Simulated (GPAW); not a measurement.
# Cl-SnSn-Cl chair monolayer: work function by functional and basis, part 2 of 2

Wanted: work functions and dipole of Cl-SnSn-Cl chair monolayer, with the cost of each level.

GPAW 26.7.0; GPAW, PAW setups; layer in a repeated cell with vacuum, relaxation of atoms and in-plane cell (the session's first sound run).

So far, upper work function (eV): step 3 (plane waves, PBE) 6.39; step 6 (self-consistent run: xc = "vdW-DF2", GPAW, PAW setups, GPAW) 6.69; step 7 (self-consistent run: xc = "RPBE") 6.35; step 8 (OptPBE vdW: xc = "optPBE-vdW", GPAW, PAW setups, GPAW) 6.56; step 9 (real-space grid: mode = "fd", PBE, GPAW) 6.39.

## 10. Atomic orbitals: mode = "lcao"

Level of this step: GPAW, PAW setups; slab in vacuum (GPAW).

Atom-centred orbitals end a few angstrom from the surface, which tests how much the density's tail matters.

Contents of run.py:

```python
import json
import numpy as np
from ase import Atoms
from gpaw import GPAW

slab = Atoms(
    ['Cl', 'Sn', 'Sn', 'Cl'],
    positions=[
        [2.45986, 1.42020, 7.00000],
        [2.45986, 1.42020, 9.37320],
        [0.00000, 2.84040, 10.04461],
        [0.00000, 2.84040, 12.41781]],
    cell=[[4.91972, -0.0, 0.0], [-2.45986, 4.2606, 0.0], [0.0, 0.0, 19.4178]],
    pbc=[True, True, False])

slab.calc = GPAW(mode='lcao', basis='dzp', h=0.18, xc='PBE', kpts={'size': (9, 9, 1), 'gamma': True},
                 occupations={'name': 'fermi-dirac', 'width': 0.05}, nbands='120%',
                 convergence={'density': 1e-05}, maxiter=200,
                 poissonsolver={'dipolelayer': 'xy'},
                 symmetry={'tolerance': 1e-3}, txt='slab.txt')
result = {}
energy = slab.get_potential_energy()
fermi = slab.calc.get_fermi_level()
v = slab.calc.get_electrostatic_potential().mean((0, 1)) - fermi
n = slab.calc.get_pseudo_density().mean((0, 1))
L = slab.cell[2, 2]
z = np.arange(len(v)) * L / len(v)
low, high = slab.positions[:, 2].min(), slab.positions[:, 2].max()
below, above = np.interp([low - 4.8, high + 4.8], z, v)
slopes = [np.interp(x, z, np.gradient(v, z)) for x in (low - 4.8, high + 4.8)]
eps = np.array([[slab.calc.get_eigenvalues(k, s) for k in range(len(slab.calc.get_ibz_k_points()))]
                for s in range(slab.calc.get_number_of_spins())]) - fermi
top, bottom = eps[eps < 0].max(), eps[eps > 0].min()
dipole = slab.get_dipole_moment()[2]
print(f'energy {energy:.4f} eV, Fermi level {fermi:.4f} eV, dipole {dipole:.5f} e A')
print(f'potential 4.8 A off the faces, from the Fermi level: lower {below:.4f} eV, upper {above:.4f} eV')
print(f'slope of the potential there: lower {slopes[0]:.5f}, upper {slopes[1]:.5f} eV/A')
print(f'nearest levels on the mesh: {top:.4f} and {bottom:.4f} eV')
print('magnetic moment', round(slab.get_magnetic_moment(), 3))
result.update(energy=energy, fermi=fermi, dipole=dipole, below=below, above=above, slopes=slopes, edges=[top, bottom],
              z=z.tolist(), v=v.tolist(), n=n.tolist(), positions=slab.positions.tolist(),
              forces=slab.get_forces(apply_constraint=False).tolist(), moments=slab.get_magnetic_moments().tolist())
json.dump(result, open('result.json', 'w'))
```

Run with:

```bash
$ OMP_NUM_THREADS=1 OPENBLAS_NUM_THREADS=1 python run.py
```

The log of the run:

```text
energy -12.3665 eV, Fermi level -6.0459 eV, dipole 0.00018 e A
potential 4.8 A off the faces, from the Fermi level: lower 6.0465 eV, upper 6.0453 eV
slope of the potential there: lower -0.00000, upper -0.00000 eV/A
nearest levels on the mesh: -0.0277 and 0.7163 eV
magnetic moment 0.0
```

The job ended after 22 s (1 thread of Arm Neoverse V2, shared host; peak memory 0.33 GiB).

Numbers from this step:

* levels nearest the Fermi level on the mesh: -0.02769, 0.7163 eV from the Fermi level
* upper work function: 6.045 eV
* lower work function: 6.047 eV

Table of electrostatic potential energy of an electron (without an applied field's), less the Fermi level, planar mean by z:

```tsv
z (Å)	electrostatic potential energy of an electron (without an applied field's), less the Fermi level, planar mean (eV)
0	6.05
2	6.05
4	6.05
6	5.51
8	3.51
10	-11.7
12	0.994
14	6.01
16	6.05
18	6.05
```

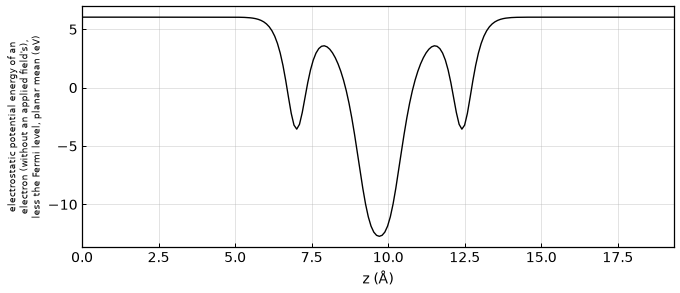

Electrostatic potential energy of an electron (without an applied field's), less the Fermi level, planar mean against z.

The upper face's work function is 6.045 eV, against 6.395 eV in the first plane-wave PBE run at this geometry.

## 11. The ladder

Times are for 1 thread of Arm Neoverse V2, shared host. Results by setting:

```tsv
no.	run	upper work function (eV)	lower work function (eV)	time	memory (GiB)
1	pw	6.395	6.396	65 s	0.29
2	revPBE	6.338	6.339	65 s	0.29
3	LDA	6.561	6.562	65 s	0.28
4	vdW DF2	6.690	6.691	77 s	0.55
5	RPBE	6.352	6.353	65 s	0.29
6	optPBE vdW	6.559	6.560	76 s	0.55
7	fd	6.395	6.396	4.3 min	1.0
8	lcao	6.045	6.047	22 s	0.33
```

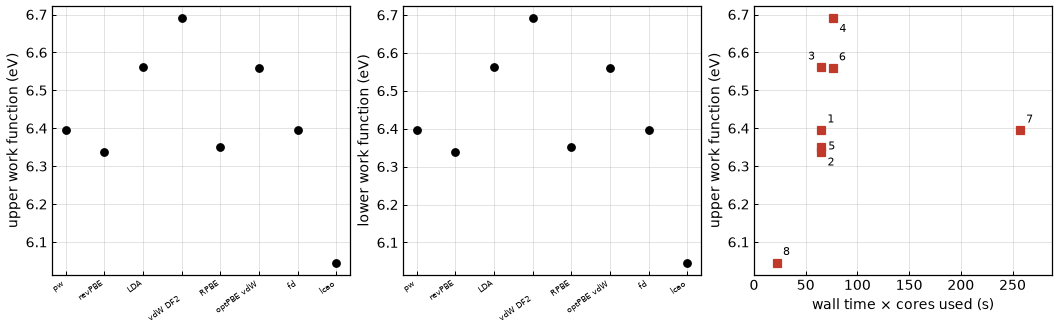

The series as plots; the last panel sets the first result against cost, with the runs numbered as in the table.

## 12. Side by side

Results and costs are gathered.

This step: comparison of work functions, dipole and cost (GPAW 26.7.0).

Ladder, by row:

```tsv
step	code	work function, upper (eV)	work function, lower (eV)	dipole (e Å)	wall time (s)	peak memory (GiB)	threads
pw	GPAW	6.395	6.396	2.23e-4	64.92	0.29	1
revPBE	GPAW	6.338	6.339	2.23e-4	65.09	0.29	1
LDA	GPAW	6.561	6.562	2.24e-4	65.1	0.28	1
vdW-DF2	GPAW	6.69	6.691	2.23e-4	76.55	0.55	1
RPBE	GPAW	6.352	6.353	2.23e-4	64.62	0.29	1
optPBE-vdW	GPAW	6.559	6.56	2.23e-4	76.07	0.55	1
fd	GPAW	6.395	6.396	1.78e-4	257.1	1.01	1
lcao	GPAW	6.045	6.047	1.78e-4	22.04	0.33	1
```

## 13. A changed run

One more run, with changed settings.

This step: GPAW, PAW setups; slab in vacuum (GPAW 26.7.0).

Edit run.py of step 10 so:

```diff
@@ -3,3 +3,3 @@
 from ase import Atoms
-from gpaw import GPAW
+from gpaw import GPAW, PW
 
@@ -15,5 +15,5 @@
 
-slab.calc = GPAW(mode='lcao', basis='dzp', h=0.18, xc='PBE', kpts={'size': (9, 9, 1), 'gamma': True},
-                 occupations={'name': 'fermi-dirac', 'width': 0.05}, nbands='120%',
-                 convergence={'density': 1e-05}, maxiter=200,
+slab.calc = GPAW(mode=PW(400), xc='PBE', kpts={'size': (1, 1, 1), 'gamma': True},
+                 occupations={'name': 'fermi-dirac', 'width': 0.05}, nbands='200%',
+                 convergence={'density': 1e-05}, maxiter=100,
                  poissonsolver={'dipolelayer': 'xy'},
```

The log of the run:

```text
energy -6.4918 eV, Fermi level -3.0668 eV, dipole 0.00022 e A
potential 4.8 A off the faces, from the Fermi level: lower 5.8806 eV, upper 5.8793 eV
slope of the potential there: lower -0.00007, upper 0.00007 eV/A
nearest levels on the mesh: -0.0001 and 1.8046 eV
magnetic moment 0.0
```

Wall time 6 s (1 thread); peak memory 0.21 GiB.

The run finished. A setting was moved off its sound value on purpose, so it serves as a test and not as the result.

The fault put into the input: one k-point (kpts = [1, 1]).

The two runs compared:

```tsv
quantity	this run	sound run	difference
upper work function (eV)	5.8793	6.3949	-0.516
lower work function (eV)	5.8806	6.3962	-0.516
```

One result that differs is the upper work function, 5.88 eV against 6.39 eV.

## 14. Outcome

| Property | Result |
| --- | --- |
| work function, both faces | 6.39 eV |
| dipole along the normal | 2.2e-4 e Å, near the numerical noise |

What this shows: With plane waves and PBE the work function is 6.39 eV on the upper face and 6.40 eV on the lower. Over the sound runs of the table the upper face's work function spans 6.045 (lcao) to 6.690 eV (vdW-DF2). Atomic orbitals miss the plane-wave value by -0.35 eV, since they describe the tail of the density in the vacuum poorly. The starting lattice was a guess from atomic radii; the relaxation moved it by 7 %. The small printed dipole stands for a step of -1.9 meV from the lower to the upper face, and the probes find -1.2 meV; values this small are near the numerical noise of both. A level lies at the Fermi level, so the layer came out without a gap at this level of theory, however far the next level lies. The layer's cell and atoms come from the relaxation; spin-orbit coupling and temperature are left out.

[Logs are printed without paths, hosts, clocks, repeated set-up lines and the standing remarks that a program may print on its own settings, such as how far it seeks lower states.]

[Hosts, paths, dates, database ids (printed as entryN), source tags and the programs' standing remarks are cut or masked in the printed files.]
